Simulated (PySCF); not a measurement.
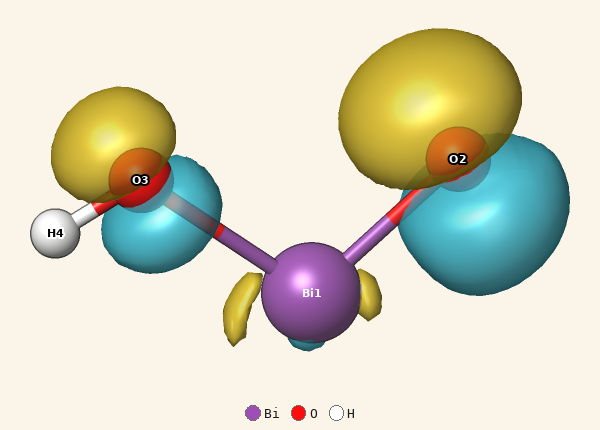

Figure 1: BiHO2 (Bi(O)(OH)). The HOMO at ±0.15 Å⁻³ᐟ² (yellow and cyan are the two phases), seen at a tilt.

Core potentials replace the inner electrons of Bi.

These are results of RKS PBE0, Bi def2-SVP with ECP60, O def2-SVP, H def2-SVP; non-relativistic Hamiltonian with scalar-relativistic core potentials where named; density fitting (PySCF 2.14.0), not measurements.

Input

```
mol = gto.M(atom='''
Bi    -0.14207     0.00434    -0.40070
O      1.38890    -0.00661     0.75129
O     -1.67548     0.03780     1.02852
H     -2.54779     0.05357     0.61151''',
    basis={'Bi': 'def2-SVP', 'O': 'def2-SVP', 'H': 'def2-SVP'},
    ecp={'Bi': 'def2-SVP'},
    charge=0, spin=0)
mf = dft.RKS(mol, xc='PBE0')
mf.grids.atom_grid = (75, 302)  # f atoms: at least (60, 302), unpruned
mf = mf.density_fit()  # Bi def2-universal-JKFIT, O def2-universal-JKFIT, H def2-universal-JKFIT
mf.conv_tol = 1e-09; mf.max_cycle = 55
mf.kernel(dm0)
```

Launched as:

```sh
OMP_NUM_THREADS=2 python run.py
```

Question: Where does this orbital lie, and at what energy?

Answer: Its weight (Hirshfeld) is mainly on O2 (about 70 %), Bi1 (about 15 %) and O3 (about 15 %); it is symmetric in the molecular plane (an in-plane orbital: σ, lone-pair or in-plane π type); largely a lone pair of O2. Its energy is −7.25 eV.
